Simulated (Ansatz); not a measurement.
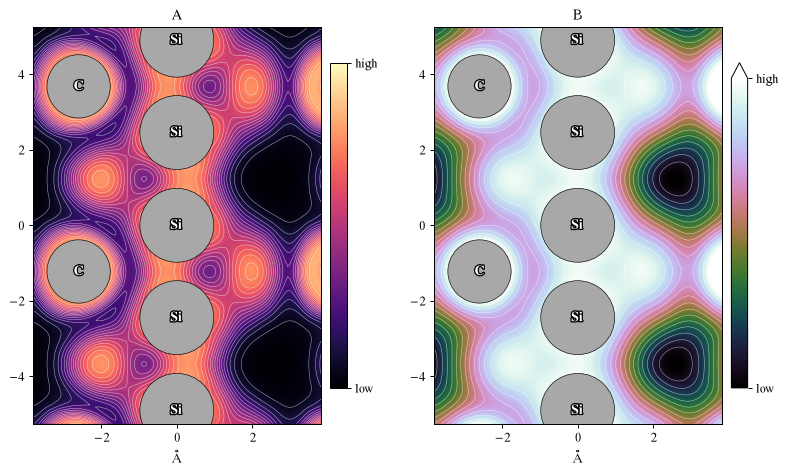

Si$_{4}$C: 2 fields on the (110) plane of the conventional cell, with unlabelled colour scales. Grey discs cover the atomic cores.

Space group F-43m; a structure generated by program, which may or may not match a known phase.

The calculation used DFT PBE, scalar-relativistic, plane waves, PAW in Ansatz 0.2.0.

Question: Which field does each panel show? The fields are: electron localisation function and valence pseudo-density.

Answer: Panel A: electron localisation function. Panel B: valence pseudo-density. From the grid: Si–Si (2.45 Å): ρ at the midpoint is about 0.43 e/Å³; the ELF peaks at about 0.75 between the atoms. Si–C (2.87 Å): ρ at the midpoint is about 0.17 e/Å³; the ELF is about 0.25 at the midpoint: no localised pair shows between them.
